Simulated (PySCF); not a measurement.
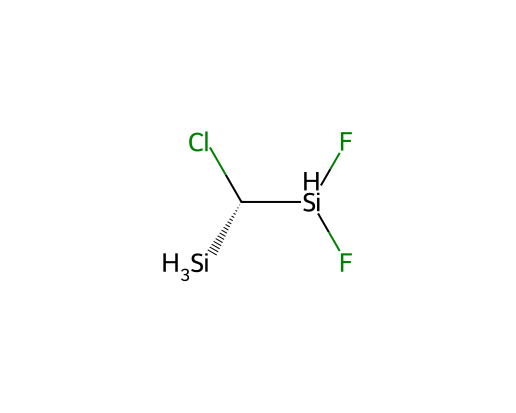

The picture comes from a calculation with PySCF.

A structural formula.

Write the SMILES.

F[SiH](F)[C@H]([SiH3])Cl

Give the formula, hydrogens included.

CH5ClF2Si2.

An optimisation with PBE0-D3(BJ)/def2-SVP gave a structure of which point group?

C1.
